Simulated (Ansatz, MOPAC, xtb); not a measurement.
## How methods differ on CH5FGeO (SMILES [CH3][GeH]([OH])[F])

The runs start from one conformer, not always the lowest.

CH5FGeO, singlet, SMILES `[CH3][GeH]([OH])[F]`. Each level relaxes the structure for itself.

Each level gives the zero-point energy at each level's own minimum (kJ/mol). The values are calculated.

```json
{"level": "AM1", "kind": "semi-empirical", "program": "MOPAC", "value (kJ/mol)": "152.6"}
{"level": "MNDO", "kind": "semi-empirical", "program": "MOPAC", "value (kJ/mol)": "163.8"}
{"level": "PM3", "kind": "semi-empirical", "program": "MOPAC", "value (kJ/mol)": "159.2"}
{"level": "GFN1-xTB", "kind": "semi-empirical", "program": "xtb", "value (kJ/mol)": "150.2"}
{"level": "HF/STO-3G", "kind": "Hartree–Fock", "program": "Ansatz", "value (kJ/mol)": "187.9"}
{"level": "HF/3-21G", "kind": "Hartree–Fock", "program": "Ansatz", "value (kJ/mol)": "170.2"}
{"level": "HF/6-31G* (Cartesian functions)", "kind": "Hartree–Fock", "program": "Ansatz", "value (kJ/mol)": "169.8"}
{"level": "PBE/def2-SVP", "kind": "GGA", "program": "Ansatz", "value (kJ/mol)": "153.9"}
{"level": "PBE0-D4/def2-TZVP", "kind": "global hybrid", "program": "Ansatz", "value (kJ/mol)": "159.4"}
{"level": "B3LYP/6-31G* (Cartesian functions)", "kind": "global hybrid", "program": "Ansatz", "value (kJ/mol)": "159.2"}
```

All-electron rows without a relativistic Hamiltonian named are non-relativistic. Harmonic and unscaled. The values span 150.2 to 187.9 kJ/mol. Without the sets that lack polarisation functions the rows with a basis span only 153.9 to 169.8 kJ/mol.

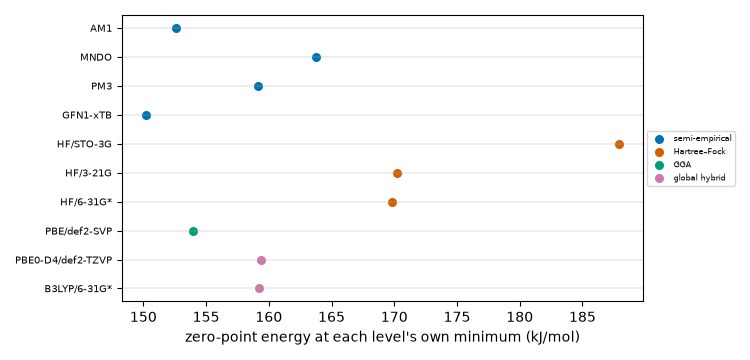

The values of the table, level by level.
